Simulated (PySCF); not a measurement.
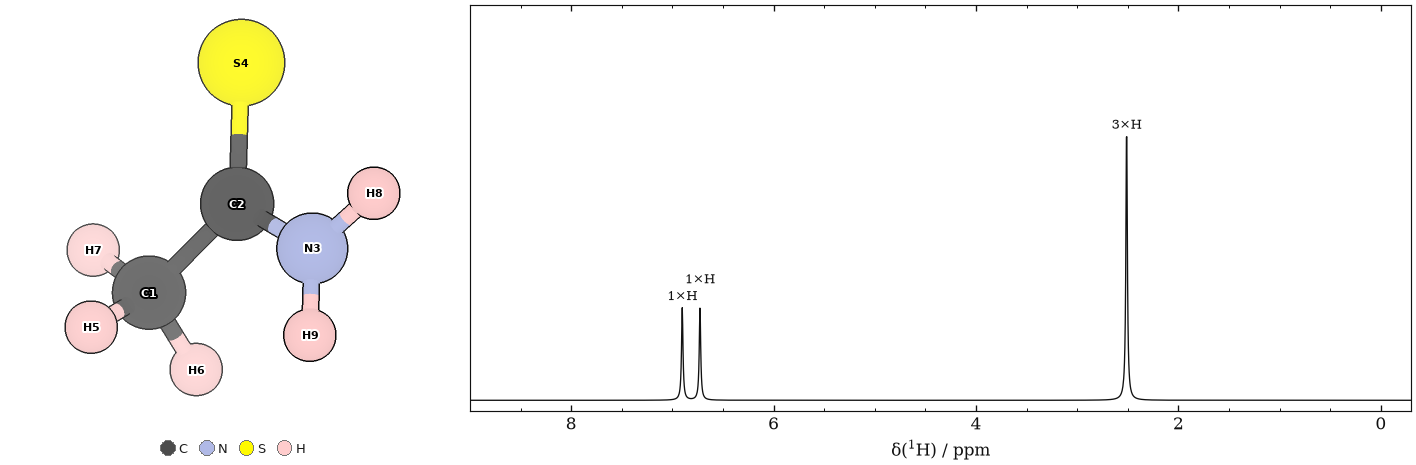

Spectrum and numbered structure of C₂H₅NS (thioacetamide), SMILES CC(N)=S. GIAO shifts, PBE0/pcSseg-1 (IEF-PCM acetone) in PySCF, at a PBE0-D3(BJ)/def2-SVP geometry (no frequency check), against TMS for ¹H computed at the same level. fully decoupled, line heights follow the number of nuclei, widths are arbitrary (no quadrupolar broadening); values of one conformer, averaged over methyl-type rotors and exact or near symmetry. Protons on N, O or S are those of the isolated molecule, without hydrogen bonds to neighbours or exchange.

Q: Assign the ¹H signals to the numbered atoms.

A:
```csv
δ (ppm),nuclei,atoms
6.90,1,H8
6.73,1,H9
2.51,3,"H5, H6, H7"
```
